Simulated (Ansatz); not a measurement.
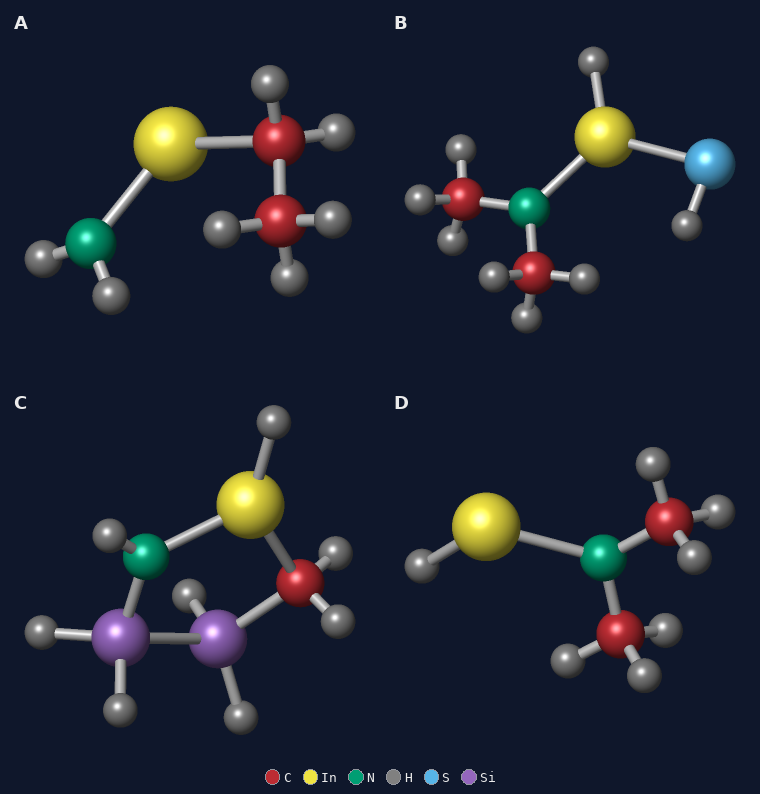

Figure made from data computed with Ansatz.

Question: Match each picture to its SMILES.
(1) C[CH2][In][NH2]
(2) C[N](C)[InH]
(3) [CH2]1[SiH2][SiH2][NH][InH]1
(4) C[N](C)[InH][SH]

Answer: A is (1), B is (4), C is (3), D is (2).
